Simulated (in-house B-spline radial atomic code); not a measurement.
# Ag²⁺: a fraction of an electron removed from 4d

How does the SCAN energy of Ag²⁺ change when part of an electron is removed from 4d?

Method: scalar-relativistic (spin-free one-electron X2C) SCAN, spin-polarised, spherical fractional occupations, Fermi nucleus, basis-set limit. Code: in-house B-spline radial atomic code version 1.

## Step 1: Starting point

* element: silver (Z = 47)
* charge: +2
* electrons: 45
* configuration: [Kr] 4d9
* Hamiltonian: scalar-relativistic (X2C)
* nucleus: Fermi, rms radius 4.545 fm

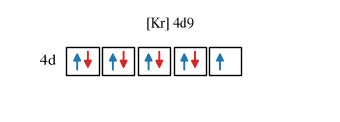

The shells outside the core, filled by Hund's rule for the drawing.

Where spins are not typed, each open shell is filled with up spins first.

## Step 2: The start, at fraction 0

The run's settings:

```ini
Z = 47
electrons = 45.0
configuration = [Kr] 4d9
hamiltonian = x2c
method = scan,scan
spin_polarised = True
nucleus = fermi
rms_radius = 4.5454
mass_number = 107
atomic_mass = 106.905091509
speed_of_light = 137.035999084
```

Main fields of the result record, rounded:

```text
{
  "status": "converged",
  "scf [iteration, energy, orbital gradient]": [
    [1, -5314.74186737, 0.182],
    [2, -5314.75128754, 0.00249],
    [3, -5314.75140611, 0.000851],
    [4, -5314.7514081, 0.000411],
    [5, -5314.75140843, 2.68e-05],
    [6, -5314.75140843, 2.25e-05],
    [7, -5314.75140845, 2.17e-06],
    [8, -5314.75140845, 1.14e-06],
    [9, -5314.75140845, 5.82e-08]
  ],
  "energy [hartree]": {"total": -5314.75140845, "kinetic": 5562.24610424, "nuclear": -12853.6011456, "coulomb": 2127.0471858, "xc": -150.443552935},
  "orbitals [hartree, bohr; first row names the columns]": [
    ["name", "occ", "eps", "<r>", "<r^2>", "<1/r>", "r_max"],
    ["1s up", 1.0, -931.9007, 0.030567, 0.0012738, 51.427, 0.019507],
    ["1s down", 1.0, -931.90057, 0.030566, 0.0012738, 51.427, 0.019507],
    ["2s up", 1.0, -138.4942, 0.13438, 0.021359, 11.626, 0.11377],
    ["2s down", 1.0, -138.48637, 0.13437, 0.021358, 11.627, 0.11377],
    ["2p up", 3.0, -124.24207, 0.11745, 0.016862, 10.89, 0.090911],
    ["2p down", 3.0, -124.23571, 0.11744, 0.016862, 10.89, 0.090909],
    ["3s up", 1.0, -26.306244, 0.36741, 0.15458, 4.0378, 0.33218],
    ["3s down", 1.0, -26.303117, 0.36742, 0.15457, 4.0374, 0.33222],
    ["3p up", 3.0, -21.573787, 0.36682, 0.15638, 3.7791, 0.32557],
    ["3p down", 3.0, -21.569677, 0.36682, 0.15636, 3.7788, 0.32561],
    ["3d up", 5.0, -14.120139, 0.34582, 0.14252, 3.5303, 0.27433],
    ["3d down", 5.0, -14.112509, 0.34581, 0.14249, 3.5301, 0.27438],
    ["4s up", 1.0, -4.4412134, 0.9134, 0.94432, 1.5192, 0.82535],
    ["4s down", 1.0, -4.4044229, 0.91272, 0.94311, 1.5211, 0.82456],
    ["4p up", 3.0, -3.0632384, 0.99697, 1.1369, 1.3592, 0.87865],
    ["4p down", 3.0, -3.0252921, 0.99668, 1.1367, 1.3604, 0.87792],
    ["4d up", 5.0, -1.086011, 1.3, 2.0189, 1.0281, 1.0226],
    ["4d down", 4.0, -1.0505651, 1.3078, 2.0483, 1.024, 1.0217]
  ],
  "sum_r [bohr^k]": {"-1": 277.9302, "1": 26.9665, "2": 29.81474}
}
```

Run time: 0.33 s. Hardware: 1 thread, shared host.

Meta-GGA runs start from a PBE run whose iterations are not counted.

## Step 3: 0.11 electron removed from 4d

The settings differ from step 2 so:

```diff
@@ -1,4 +1,4 @@
 Z = 47
-electrons = 45.0
-configuration = [Kr] 4d9
+electrons = 44.89
+configuration = [Kr] 4d8.89
 hamiltonian = x2c
```

Main fields:

```text
{
  "status": "converged",
  "iterations": 9,
  "energy [hartree]": {"total": -5314.63281846, "kinetic": 5562.13465144, "nuclear": -12850.5924355, "coulomb": 2124.20971949, "xc": -150.384753887},
  "orbitals [hartree, bohr; first row names the columns]": [
    ["name", "occ", "eps", "<r>"],
    ["1s up", 1.0, -931.96499, 0.030567],
    ["1s down", 1.0, -931.96484, 0.030567],
    ["2s up", 1.0, -138.55955, 0.13438],
    ["2s down", 1.0, -138.55079, 0.13437],
    ["2p up", 3.0, -124.3073, 0.11745],
    ["2p down", 3.0, -124.30019, 0.11744],
    ["3s up", 1.0, -26.370882, 0.36741],
    ["3s down", 1.0, -26.367379, 0.36742],
    ["3p up", 3.0, -21.638484, 0.36682],
    ["3p down", 3.0, -21.633883, 0.36682],
    ["3d up", 5.0, -14.185119, 0.34582],
    ["3d down", 5.0, -14.176581, 0.34581],
    ["4s up", 1.0, -4.5056586, 0.91302],
    ["4s down", 1.0, -4.4645437, 0.91228],
    ["4p up", 3.0, -3.1268164, 0.99611],
    ["4p down", 3.0, -3.0844149, 0.99579],
    ["4d up", 5.0, -1.1454405, 1.2926],
    ["4d down", 3.89, -1.1057245, 1.3008]
  ],
  "sum_r [bohr^k]": {"-1": 277.8662, "1": 26.75262, "2": 29.34345},
  "energy_minus_base [hartree]": 0.118589986
}
```

Run time: 0.22 s. Hardware: 1 thread, shared host.

energy_minus_base is the energy less that of the reference run.

## Step 4: 0.25 electron removed from 4d

The settings differ from step 3 so:

```diff
@@ -1,4 +1,4 @@
 Z = 47
-electrons = 44.89
-configuration = [Kr] 4d8.89
+electrons = 44.75
+configuration = [Kr] 4d8.75
 hamiltonian = x2c
```

Main fields:

```text
{
  "status": "converged",
  "iterations": 9,
  "energy [hartree]": {"total": -5314.47305276, "kinetic": 5561.98415819, "nuclear": -12846.7023517, "coulomb": 2120.55386114, "xc": -150.308720376},
  "orbitals [hartree, bohr; first row names the columns]": [
    ["name", "occ", "eps", "<r>"],
    ["1s up", 1.0, -932.04813, 0.030567],
    ["1s down", 1.0, -932.04796, 0.030567],
    ["2s up", 1.0, -138.64407, 0.13438],
    ["2s down", 1.0, -138.6341, 0.13437],
    ["2p up", 3.0, -124.39167, 0.11745],
    ["2p down", 3.0, -124.38358, 0.11744],
    ["3s up", 1.0, -26.454432, 0.36741],
    ["3s down", 1.0, -26.45044, 0.36742],
    ["3p up", 3.0, -21.722109, 0.36682],
    ["3p down", 3.0, -21.716869, 0.36681],
    ["3d up", 5.0, -14.269116, 0.34581],
    ["3d down", 5.0, -14.259402, 0.3458],
    ["4s up", 1.0, -4.5887704, 0.91252],
    ["4s down", 1.0, -4.5420669, 0.91169],
    ["4p up", 3.0, -3.2087766, 0.99498],
    ["4p down", 3.0, -3.1606167, 0.99462],
    ["4d up", 5.0, -1.22207, 1.2835],
    ["4d down", 3.75, -1.1768073, 1.2923]
  ],
  "sum_r [bohr^k]": {"-1": 277.7834, "1": 26.48471, "2": 28.76307},
  "energy_minus_base [hartree]": 0.278355691
}
```

Wall time 0.22 s (1 thread, shared host).

## Step 5: 0.33 electron removed from 4d

The settings differ from step 4 so:

```diff
@@ -1,4 +1,4 @@
 Z = 47
-electrons = 44.75
-configuration = [Kr] 4d8.75
+electrons = 44.67
+configuration = [Kr] 4d8.67
 hamiltonian = x2c
```

Main fields:

```text
{
  "status": "converged",
  "iterations": 9,
  "energy [hartree]": {"total": -5314.37726817, "kinetic": 5561.89375571, "nuclear": -12844.4493678, "coulomb": 2118.44303652, "xc": -150.264692647},
  "orbitals [hartree, bohr; first row names the columns]": [
    ["name", "occ", "eps", "<r>"],
    ["1s up", 1.0, -932.09629, 0.030567],
    ["1s down", 1.0, -932.09611, 0.030567],
    ["2s up", 1.0, -138.69303, 0.13438],
    ["2s down", 1.0, -138.68237, 0.13437],
    ["2p up", 3.0, -124.44055, 0.11745],
    ["2p down", 3.0, -124.4319, 0.11744],
    ["3s up", 1.0, -26.502808, 0.36741],
    ["3s down", 1.0, -26.498532, 0.36742],
    ["3p up", 3.0, -21.770529, 0.36682],
    ["3p down", 3.0, -21.764917, 0.36681],
    ["3d up", 5.0, -14.317754, 0.34581],
    ["3d down", 5.0, -14.307356, 0.34579],
    ["4s up", 1.0, -4.6367978, 0.91223],
    ["4s down", 1.0, -4.5868579, 0.91134],
    ["4p up", 3.0, -3.2561223, 0.99433],
    ["4p down", 3.0, -3.204627, 0.99394],
    ["4d up", 5.0, -1.2663462, 1.2784],
    ["4d down", 3.67, -1.2178569, 1.2874]
  ],
  "sum_r [bohr^k]": {"-1": 277.7355, "1": 26.33368, "2": 28.44063},
  "energy_minus_base [hartree]": 0.37414028
}
```

Wall time 0.22 s (1 thread, shared host).

## Step 6: 0.41 electron removed from 4d

The settings differ from step 5 so:

```diff
@@ -1,4 +1,4 @@
 Z = 47
-electrons = 44.67
-configuration = [Kr] 4d8.67
+electrons = 44.59
+configuration = [Kr] 4d8.59
 hamiltonian = x2c
```

Main fields:

```text
{
  "status": "converged",
  "iterations": 9,
  "energy [hartree]": {"total": -5314.27818748, "kinetic": 5561.80010528, "nuclear": -12842.1748148, "coulomb": 2116.31677956, "xc": -150.220257514},
  "orbitals [hartree, bohr; first row names the columns]": [
    ["name", "occ", "eps", "<r>"],
    ["1s up", 1.0, -932.14491, 0.030567],
    ["1s down", 1.0, -932.14472, 0.030567],
    ["2s up", 1.0, -138.74248, 0.13438],
    ["2s down", 1.0, -138.73111, 0.13437],
    ["2p up", 3.0, -124.48991, 0.11745],
    ["2p down", 3.0, -124.48068, 0.11744],
    ["3s up", 1.0, -26.551637, 0.36741],
    ["3s down", 1.0, -26.547073, 0.36742],
    ["3p up", 3.0, -21.819403, 0.36682],
    ["3p down", 3.0, -21.813414, 0.36681],
    ["3d up", 5.0, -14.36685, 0.3458],
    ["3d down", 5.0, -14.355761, 0.34579],
    ["4s up", 1.0, -4.6852058, 0.91192],
    ["4s down", 1.0, -4.6319982, 0.91098],
    ["4p up", 3.0, -3.3038318, 0.99365],
    ["4p down", 3.0, -3.2489684, 0.99324],
    ["4d up", 5.0, -1.3109702, 1.2735],
    ["4d down", 3.59, -1.2592126, 1.2827]
  ],
  "sum_r [bohr^k]": {"-1": 277.6871, "1": 26.1841, "2": 28.12451},
  "energy_minus_base [hartree]": 0.473220964
}
```

Wall time 0.22 s (1 thread, shared host).

## Step 7: 0.5 electron removed from 4d

The settings differ from step 6 so:

```diff
@@ -1,4 +1,4 @@
 Z = 47
-electrons = 44.59
-configuration = [Kr] 4d8.59
+electrons = 44.5
+configuration = [Kr] 4d8.5
 hamiltonian = x2c
```

Main fields:

```text
{
  "status": "converged",
  "iterations": 9,
  "energy [hartree]": {"total": -5314.16275131, "kinetic": 5561.69082294, "nuclear": -12839.5904474, "coulomb": 2113.9066681, "xc": -150.169794967},
  "orbitals [hartree, bohr; first row names the columns]": [
    ["name", "occ", "eps", "<r>"],
    ["1s up", 1.0, -932.20016, 0.030567],
    ["1s down", 1.0, -932.19996, 0.030567],
    ["2s up", 1.0, -138.79867, 0.13438],
    ["2s down", 1.0, -138.78649, 0.13437],
    ["2p up", 3.0, -124.546, 0.11745],
    ["2p down", 3.0, -124.53612, 0.11744],
    ["3s up", 1.0, -26.607105, 0.3674],
    ["3s down", 1.0, -26.602212, 0.36741],
    ["3p up", 3.0, -21.87492, 0.36681],
    ["3p down", 3.0, -21.868502, 0.36681],
    ["3d up", 5.0, -14.422623, 0.3458],
    ["3d down", 5.0, -14.410746, 0.34578],
    ["4s up", 1.0, -4.7401119, 0.91157],
    ["4s down", 1.0, -4.6831905, 0.91057],
    ["4p up", 3.0, -3.3579322, 0.99289],
    ["4p down", 3.0, -3.2992404, 0.99244],
    ["4d up", 5.0, -1.3615815, 1.268],
    ["4d down", 3.5, -1.3060968, 1.2775]
  ],
  "sum_r [bohr^k]": {"-1": 277.6322, "1": 26.01749, "2": 27.77613},
  "energy_minus_base [hartree]": 0.588657138
}
```

It took 0.24 s on 1 thread, shared host.

## Step 8: 0.57 electron removed from 4d

The settings differ from step 7 so:

```diff
@@ -1,4 +1,4 @@
 Z = 47
-electrons = 44.5
-configuration = [Kr] 4d8.5
+electrons = 44.43
+configuration = [Kr] 4d8.43
 hamiltonian = x2c
```

Main fields:

```text
{
  "status": "converged",
  "iterations": 9,
  "energy [hartree]": {"total": -5314.07004054, "kinetic": 5561.60292239, "nuclear": -12837.5619135, "coulomb": 2112.01916021, "xc": -150.130209648},
  "orbitals [hartree, bohr; first row names the columns]": [
    ["name", "occ", "eps", "<r>"],
    ["1s up", 1.0, -932.24353, 0.030567],
    ["1s down", 1.0, -932.24332, 0.030567],
    ["2s up", 1.0, -138.84279, 0.13438],
    ["2s down", 1.0, -138.82998, 0.13437],
    ["2p up", 3.0, -124.59004, 0.11745],
    ["2p down", 3.0, -124.57965, 0.11744],
    ["3s up", 1.0, -26.650634, 0.3674],
    ["3s down", 1.0, -26.645481, 0.36741],
    ["3p up", 3.0, -21.918488, 0.36681],
    ["3p down", 3.0, -21.911732, 0.3668],
    ["3d up", 5.0, -14.466394, 0.34579],
    ["3d down", 5.0, -14.453896, 0.34578],
    ["4s up", 1.0, -4.7831385, 0.91129],
    ["4s down", 1.0, -4.723301, 0.91025],
    ["4p up", 3.0, -3.400318, 0.99228],
    ["4p down", 3.0, -3.3386197, 0.99181],
    ["4d up", 5.0, -1.4012411, 1.2638],
    ["4d down", 3.43, -1.3428204, 1.2735]
  ],
  "sum_r [bohr^k]": {"-1": 277.589, "1": 25.88909, "2": 27.51025},
  "energy_minus_base [hartree]": 0.681367906
}
```

It took 0.23 s on 1 thread, shared host.

## Step 9: 0.7 electron removed from 4d

The settings differ from step 8 so:

```diff
@@ -1,4 +1,4 @@
 Z = 47
-electrons = 44.43
-configuration = [Kr] 4d8.43
+electrons = 44.3
+configuration = [Kr] 4d8.3
 hamiltonian = x2c
```

Main fields:

```text
{
  "status": "converged",
  "iterations": 8,
  "energy [hartree]": {"total": -5313.89101106, "kinetic": 5561.43293354, "nuclear": -12833.7524333, "coulomb": 2108.48443103, "xc": -150.055942354},
  "orbitals [hartree, bohr; first row names the columns]": [
    ["name", "occ", "eps", "<r>"],
    ["1s up", 1.0, -932.32499, 0.030567],
    ["1s down", 1.0, -932.32476, 0.030567],
    ["2s up", 1.0, -138.92565, 0.13438],
    ["2s down", 1.0, -138.91165, 0.13437],
    ["2p up", 3.0, -124.67277, 0.11745],
    ["2p down", 3.0, -124.66141, 0.11744],
    ["3s up", 1.0, -26.732356, 0.3674],
    ["3s down", 1.0, -26.726712, 0.36741],
    ["3p up", 3.0, -22.000284, 0.36681],
    ["3p down", 3.0, -21.992888, 0.3668],
    ["3d up", 5.0, -14.548575, 0.34579],
    ["3d down", 5.0, -14.534908, 0.34577],
    ["4s up", 1.0, -4.8637774, 0.91075],
    ["4s down", 1.0, -4.7984592, 0.90963],
    ["4p up", 3.0, -3.4797341, 0.99113],
    ["4p down", 3.0, -3.4123842, 0.99062],
    ["4d up", 5.0, -1.4755676, 1.2563],
    ["4d down", 3.3, -1.4116069, 1.2662]
  ],
  "sum_r [bohr^k]": {"-1": 277.508, "1": 25.65327, "2": 27.0277},
  "energy_minus_base [hartree]": 0.860397393
}
```

Wall time 0.22 s (1 thread, shared host).

## Step 10: 0.87 electron removed from 4d

The settings differ from step 9 so:

```diff
@@ -1,4 +1,4 @@
 Z = 47
-electrons = 44.3
-configuration = [Kr] 4d8.3
+electrons = 44.13
+configuration = [Kr] 4d8.13
 hamiltonian = x2c
```

Main fields:

```text
{
  "status": "converged",
  "iterations": 8,
  "energy [hartree]": {"total": -5313.64331461, "kinetic": 5561.19718146, "nuclear": -12828.6891454, "coulomb": 2103.80606026, "xc": -149.957410977},
  "orbitals [hartree, bohr; first row names the columns]": [
    ["name", "occ", "eps", "<r>"],
    ["1s up", 1.0, -932.43328, 0.030567],
    ["1s down", 1.0, -932.43302, 0.030567],
    ["2s up", 1.0, -139.03584, 0.13438],
    ["2s down", 1.0, -139.02025, 0.13437],
    ["2p up", 3.0, -124.78276, 0.11745],
    ["2p down", 3.0, -124.77011, 0.11744],
    ["3s up", 1.0, -26.840929, 0.36739],
    ["3s down", 1.0, -26.834626, 0.36741],
    ["3p up", 3.0, -22.108954, 0.3668],
    ["3p down", 3.0, -22.1007, 0.36679],
    ["3d up", 5.0, -14.657767, 0.34578],
    ["3d down", 5.0, -14.642536, 0.34575],
    ["4s up", 1.0, -4.9706331, 0.91002],
    ["4s down", 1.0, -4.8980166, 0.90879],
    ["4p up", 3.0, -3.5849278, 0.9896],
    ["4p down", 3.0, -3.5100499, 0.98903],
    ["4d up", 5.0, -1.574057, 1.2467],
    ["4d down", 3.13, -1.5026761, 1.2569]
  ],
  "sum_r [bohr^k]": {"-1": 277.4003, "1": 25.34985, "2": 26.41745},
  "energy_minus_base [hartree]": 1.10809384
}
```

Wall time 0.21 s (1 thread, shared host).

## Step 11: 0.88 electron removed from 4d

The settings differ from step 10 so:

```diff
@@ -1,4 +1,4 @@
 Z = 47
-electrons = 44.13
-configuration = [Kr] 4d8.13
+electrons = 44.12
+configuration = [Kr] 4d8.12
 hamiltonian = x2c
```

Main fields:

```text
{
  "status": "converged",
  "iterations": 8,
  "energy [hartree]": {"total": -5313.62826093, "kinetic": 5561.18283977, "nuclear": -12828.3884708, "coulomb": 2103.52893743, "xc": -149.951567322},
  "orbitals [hartree, bohr; first row names the columns]": [
    ["name", "occ", "eps", "<r>"],
    ["1s up", 1.0, -932.43971, 0.030567],
    ["1s down", 1.0, -932.43945, 0.030567],
    ["2s up", 1.0, -139.04238, 0.13438],
    ["2s down", 1.0, -139.0267, 0.13437],
    ["2p up", 3.0, -124.7893, 0.11745],
    ["2p down", 3.0, -124.77657, 0.11744],
    ["3s up", 1.0, -26.847375, 0.36739],
    ["3s down", 1.0, -26.841032, 0.3674],
    ["3p up", 3.0, -22.115405, 0.3668],
    ["3p down", 3.0, -22.1071, 0.36679],
    ["3d up", 5.0, -14.66425, 0.34577],
    ["3d down", 5.0, -14.648926, 0.34575],
    ["4s up", 1.0, -4.9769673, 0.90998],
    ["4s down", 1.0, -4.9039167, 0.90874],
    ["4p up", 3.0, -3.5911621, 0.9895],
    ["4p down", 3.0, -3.5158364, 0.98893],
    ["4d up", 5.0, -1.5798953, 1.2461],
    ["4d down", 3.12, -1.5080716, 1.2564]
  ],
  "sum_r [bohr^k]": {"-1": 277.3939, "1": 25.33217, "2": 26.38225},
  "energy_minus_base [hartree]": 1.12314752
}
```

Wall time 0.21 s (1 thread, shared host).

## Step 12: 1 electron removed from 4d

The settings differ from step 11 so:

```diff
@@ -1,4 +1,4 @@
 Z = 47
-electrons = 44.12
-configuration = [Kr] 4d8.12
+electrons = 44.0
+configuration = [Kr] 4d8
 hamiltonian = x2c
```

Main fields:

```text
{
  "status": "converged",
  "iterations": 8,
  "energy [hartree]": {"total": -5313.44339398, "kinetic": 5561.00661241, "nuclear": -12824.7561266, "coulomb": 2100.18716652, "xc": -149.881046267},
  "orbitals [hartree, bohr; first row names the columns]": [
    ["name", "occ", "eps", "<r>"],
    ["1s up", 1.0, -932.51741, 0.030567],
    ["1s down", 1.0, -932.51713, 0.030567],
    ["2s up", 1.0, -139.12146, 0.13438],
    ["2s down", 1.0, -139.10462, 0.13437],
    ["2p up", 3.0, -124.86824, 0.11745],
    ["2p down", 3.0, -124.85458, 0.11744],
    ["3s up", 1.0, -26.925229, 0.36739],
    ["3s down", 1.0, -26.918408, 0.3674],
    ["3p up", 3.0, -22.19333, 0.3668],
    ["3p down", 3.0, -22.184403, 0.36679],
    ["3d up", 5.0, -14.742556, 0.34577],
    ["3d down", 5.0, -14.726102, 0.34574],
    ["4s up", 1.0, -5.0533917, 0.90944],
    ["4s down", 1.0, -4.9750897, 0.90813],
    ["4p up", 3.0, -3.6663686, 0.98839],
    ["4p down", 3.0, -3.5856243, 0.98778],
    ["4d up", 5.0, -1.6503372, 1.2396],
    ["4d down", 3.0, -1.5731437, 1.25]
  ],
  "sum_r [bohr^k]": {"-1": 277.3166, "1": 25.12143, "2": 25.96562},
  "energy_minus_base [hartree]": 1.30801447
}
```

Wall time 0.22 s (1 thread, shared host).

## Step 13: The energy along the path

| fraction | energy change (eV) | less the straight line (eV) | level 4d down (eV) | sum of <r²> (bohr²) |
| --- | --- | --- | --- | --- |
| 0 | 0.0000 | 0.0000 | -28.587 | 29.815 |
| 0.11 | 3.2270 | -0.6882 | -30.088 | 29.343 |
| 0.25 | 7.5744 | -1.3238 | -32.023 | 28.763 |
| 0.33 | 10.1809 | -1.5648 | -33.140 | 28.441 |
| 0.41 | 12.8770 | -1.7161 | -34.265 | 28.125 |
| 0.5 | 16.0182 | -1.7783 | -35.541 | 27.776 |
| 0.57 | 18.5410 | -1.7470 | -36.540 | 27.510 |
| 0.7 | 23.4126 | -1.5024 | -38.412 | 27.028 |
| 0.87 | 30.1528 | -0.8130 | -40.890 | 26.417 |
| 0.88 | 30.5624 | -0.7593 | -41.037 | 26.382 |
| 1 | 35.5929 | 0.0000 | -42.807 | 25.966 |

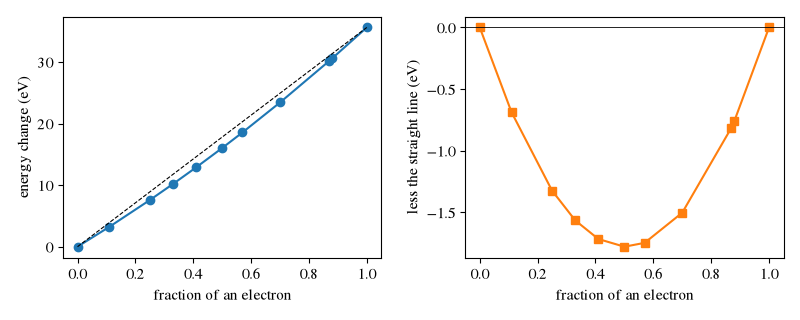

Energy against the fraction, with the straight line between the ends (left), and the difference from it (right).

**Reading.** From fraction 0 to 1 the energy changes by 35.593 eV. It sags under the straight line by up to 1.78 eV (at 0.5); exact theory is straight between whole electron numbers, so this convex bend is an error (delocalisation) that favours fractional charges. Slater's transition state, the slope from the orbital energy at fraction 0.5 (Janak's theorem), gives 35.541 eV for the whole step. The tabulated ionisation energy is 34.8 ± 0.3 eV (semi-empirical; NIST Atomic Spectra Database), so the whole step is off by +0.79 eV, and minus the highest level at fraction 0 (28.587 eV) by -6.21 eV. Spin-orbit coupling is left out. Open shells are averaged (over orientations, and over spins where the run is restricted), while tables refer to the lowest levels.
